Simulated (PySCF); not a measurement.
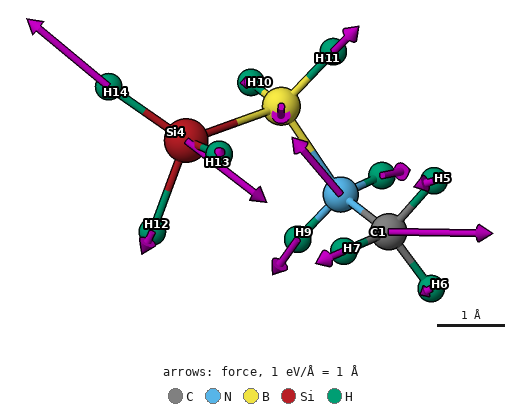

Starting geometry of CH10BNSi with the computed forces as purple arrows. Style: ball-and-stick. Shown from a free direction.

The start comes from GFN2-xTB. Its atoms were then displaced at random by about 0.01 Å.

Computed with PySCF 2.14.0, density-fitted response routines, PBE0-D3(BJ)/def2-SVP geometry optimisation, gas phase. 

Question: What follows when this structure is relaxed?

Answer: It isn't relaxed: the largest force vector, on the C atom, is 1.69 eV/Å. The final displacements have little in common with the starting forces (cosine between the two patterns 0.19). Over 9 geometry steps the energy falls by 15.1 kJ/mol. An H atom moves most after the best rigid fit: 0.25 Å. Largest moves by element: H 0.25 Å, C 0.09 Å, Si 0.05 Å, B 0.05 Å, N 0.02 Å. Some distances before and after: H–Si 1.421 → 1.500 Å, C–N 1.434 → 1.469 Å, B–H 1.196 → 1.224 Å, B–Si 2.000 → 2.026 Å. Among the angles between lasting bonds that change: B–Si–H 119.2° → 112.4°, H–C–H 106.2° → 110.1°, Si–B–H 115.6° → 112.5°. The run took 35 s on 1 thread of Arm Neoverse V2, on a shared host.
